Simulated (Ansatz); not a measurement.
**What a change does: single-point calculation on In₂N₃**

System: In₂N₃, charge −1, multiplicity 3.
Method of run A: UKS PBE0-D4/def2-TZVPD (Ansatz 0.2.0).

The geometry comes from this level: PBE0-D4/def2-SVPD. Text and figures count atoms from 1; the logs count them from 0 in places.

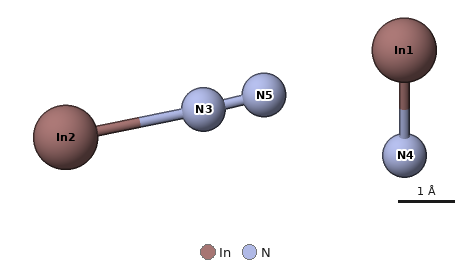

The structure as given in the input (ball-and-stick view, seen at a tilt; atoms are numbered from 1 in the order of the input). Sticks mark near contacts.

**Input file, run A**
```yaml
crystal:
  periodic: [false, false, false]
  atoms:
    - {symbol: In, position_ang: [-2.408730, 0.386256, 1.075746]}
    - {symbol: In, position_ang: [3.614953, -0.754607, -0.383054]}
    - {symbol: N, position_ang: [1.160335, -0.273796, 0.054797]}
    - {symbol: N, position_ang: [-2.454855, 0.695927, -1.050702]}
    - {symbol: N, position_ang: [0.088295, -0.053780, 0.303223]}
basis:
  gaussian: {orbitals: def2-TZVPD, initial_orbitals: start.molden}
total_charge: -1
magnetization: {spin_polarized: true, initial_magnetization: 2}
hamiltonian: {xc: pbe0, dispersion: d4}
scf: {omitted_lower_state_checks: [starts]}
output: {orbitals: {seedname: orbitals}}
```

Launched with:
```bash
ansatz run in.yaml --threads 4 --pin off --events-out ev --progress --plain --max-ram 4787MiB
```

Hardware: 4 threads of Arm Neoverse V1, 23 GiB of memory available, shared host.

**Output (run A)**
```
Functional definition: PBE0
  parameter a = 0.25
  parameter kappa = 0.804
  parameter beta = 0.06672455060314922
  exchange = (1 - a)*pbe_x(kappa = kappa, mu = beta*pi^2/3) + a*exact_x
  correlation = pbe_c(beta = beta)
these checks for a lower state are left out or cut short: starts
1563 factors; their error is unknown
mean field evaluation 1: about -14809.1580 eV, gradient 8.8e1 eV
mean field evaluation 2: about -14811.8847 eV, gradient 3.1e0 eV
mean field evaluation 4: about -14812.0499 eV, gradient 1.8e-2 eV
mean field evaluation 8: about -14812.1643 eV, gradient 3.6e-5 eV
mean field evaluation 16: about -14812.1643 eV, gradient 5.4e-6 eV
mean field -14812.16432631 eV, -544.3369989463 hartree, gradient 5.4e-6 eV, S^2 2.651198; 0 other end points of the search recorded, 0 dependent functions left out
reference -14812.16436323 eV, -544.3370003031 hartree; 33, 31 occupied and 190, 192 virtual orbitals, 1563 factors
Total energy: -14812.31704066 eV, -544.3426110953 hartree
Checks for a lower state left out: starts
```

The input of run B differs as follows (lines with − go, lines with + come):
```diff
-hamiltonian: {xc: pbe0, dispersion: d4}
+hamiltonian: {xc: pbe, dispersion: d4}
```

What does this change do to the results?

The total energies belong to different models, so their difference says nothing on which is more stable or more accurate. The HOMO goes from −0.19 to 0.12 eV. The LUMO goes from 0.99 to 0.37 eV.

**Output (run B)**
```
Functional definition: PBE
  parameter kappa = 0.804
  parameter beta = 0.06672455060314922
  exchange = pbe_x(kappa = kappa, mu = beta*pi^2/3)
  correlation = pbe_c(beta = beta)
these checks for a lower state are left out or cut short: starts
1399 factors; their error is unknown
mean field evaluation 1: about -14812.8558 eV, gradient 6.6e0 eV
mean field evaluation 2: about -14813.0709 eV, gradient 4.6e-1 eV
mean field evaluation 4: about -14813.0840 eV, gradient 1.8e-1 eV
mean field evaluation 8: about -14813.0859 eV, gradient 3.2e-2 eV
mean field evaluation 16: about -14813.0864 eV, gradient 1.2e-3 eV
mean field -14813.08637042 eV, -544.3708834424 hartree, gradient 5.4e-6 eV, S^2 2.350212; 0 other end points of the search recorded, 0 dependent functions left out
reference -14813.08641775 eV, -544.3708851817 hartree; 33, 31 occupied and 190, 192 virtual orbitals, 1399 factors
Total energy: -14813.26132480 eV, -544.3773128971 hartree
Checks for a lower state left out: starts
```

**The two runs side by side**

| quantity | run A | run B |
| --- | --- | --- |
| outcome | converged | converged |
| total energy (hartree) | −544.342611 | −544.377313 |
| HOMO (eV) | −0.19 | 0.12 |
| LUMO (eV) | 0.99 | 0.37 |
| ⟨S²⟩ | 2.651 | 2.350 |
| basis functions | 223 | 223 |
| wall time (shared host) | 24 s | 21 s |

For run A: ⟨S²⟩ is 2.65 against 2.00 for a pure state: the solution is spin-contaminated. For run B: ⟨S²⟩ is 2.35 against 2.00 for a pure state: the solution is spin-contaminated. The highest filled orbital lies above zero: either the extra electron isn't bound at this level, or the self-interaction error of the functional lifts the level.
